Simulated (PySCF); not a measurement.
| atom | x (Å) | y (Å) | z (Å) |
| --- | --- | --- | --- |
| C | 2.9557 | -0.3264 | -0.1952 |
| C | 1.6962 | -0.6299 | -0.4578 |
| C | 0.5133 | 0.0059 | 0.1756 |
| C | -0.5110 | -1.0303 | 0.6642 |
| Si | -2.1866 | -0.1761 | 0.9271 |
| N | -1.9532 | 1.0632 | -0.2661 |
| Si | -0.3945 | 1.2118 | -1.0036 |
| H | 3.7798 | -0.8018 | -0.7007 |
| H | 3.2152 | 0.4191 | 0.5393 |
| H | 1.4715 | -1.3846 | -1.2026 |
| H | 0.8533 | 0.5884 | 1.0379 |
| H | -0.6219 | -1.8037 | -0.0991 |
| H | -0.1383 | -1.5334 | 1.5578 |
| H | -3.3410 | -1.0110 | 0.5832 |
| H | -2.3468 | 0.4046 | 2.2663 |
| H | -2.7065 | 1.6727 | -0.5301 |
| H | -0.4055 | 0.7555 | -2.3985 |
| H | 0.1117 | 2.5824 | -0.9095 |

Geometry: GFN2-xTB.

Theory: PySCF 2.14.0, PBE0/pcSseg-1, SCF density, gas phase, non-relativistic.

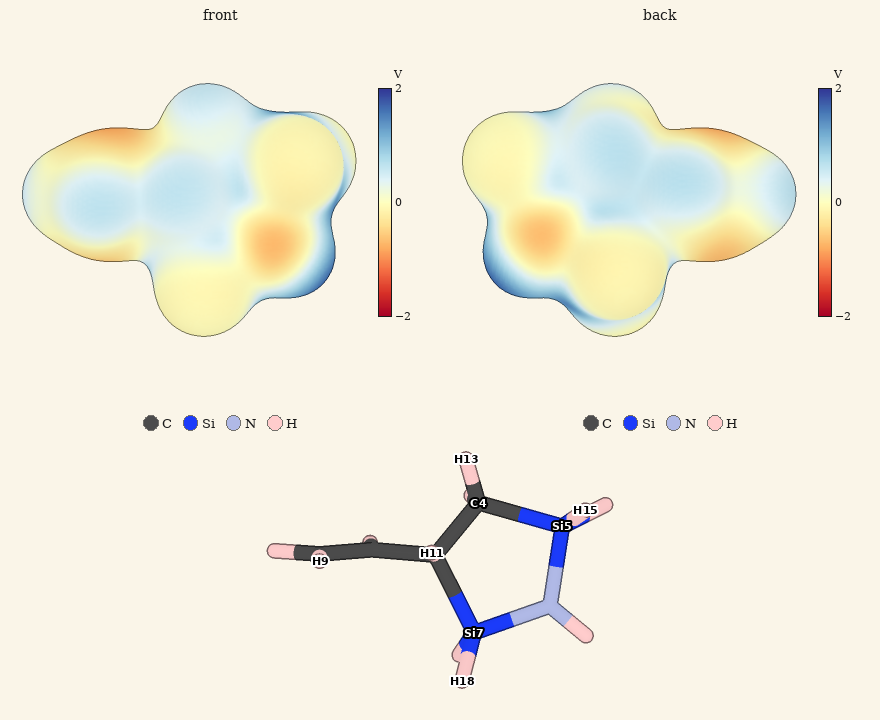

C4H11NSi2. The molecular electrostatic potential painted on the density surface at 0.002 e/bohr³, seen from the front and from behind; the colour scale runs from red (negative) to blue (positive). The bare structure is drawn below in the same view.

**Describe the electrostatic potential map.**

The most negative region (about −0.8 V) lies over the π face of C1 and C2, the most positive (about +1.6 V) over H16.

**What dipole moment does the calculation give?**

Its dipole moment is 0.55 D.
